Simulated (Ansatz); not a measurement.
# HN2Si: the cost of one run

Method: cc-pVTZ, core rule «outside noble gas», up to 7 orbitals frozen; program: Ansatz 0.2.0, Gaussian basis.

Plan: UHF; CCSD(T) on ROHF; CCSD(T) on UHF; BCCD(T) on ROHF; CCSDT(Q) on ROHF; CCSDT(Q) on UHF.

5 further runs of the same task are left out: 5 set aside as unsound or not needed.

**1. The system**

The geometry is a PBE0/def2-TZVP stationary point (not a proven minimum) of the parent state, kept for this charge and spin.

4 atoms, charge 1, spin multiplicity 3.

Atoms are counted from 1 here; the program's logs count them from 0.

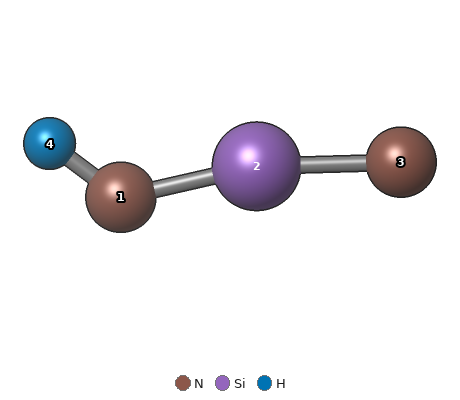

The geometry (nitrogen brown, silicon purple, hydrogen blue); atoms are numbered from 1 in the order of the file.

**2. UHF**

Input file in.yaml:

```yaml
crystal:
  periodic: [false, false, false]
  atoms:
    - {symbol: N, position_ang: [-0.000015, -0.250733, 1.000239]}
    - {symbol: Si, position_ang: [-0.000065, -0.038456, -0.558024]}
    - {symbol: N, position_ang: [0.000006, -0.137998, -2.188354]}
    - {symbol: H, position_ang: [0.000075, 0.427188, 1.746138]}
basis:
  gaussian: {orbitals: cc-pVTZ}
total_charge: 1
magnetization: {spin_polarized: true, initial_magnetization: 2}
hamiltonian: {xc: hf}
output: {orbitals: {seedname: orbitals}}
```

Started as:

```bash
$ ansatz run in.yaml --threads 1 --pin off --events-out ev --progress --plain --max-ram 2560MiB --backend cpu
```

Q: Estimate wall time and peak memory on 1 thread of AMD EPYC 7R13, shared host.

About 13 s, with a peak of 0.26 GiB.
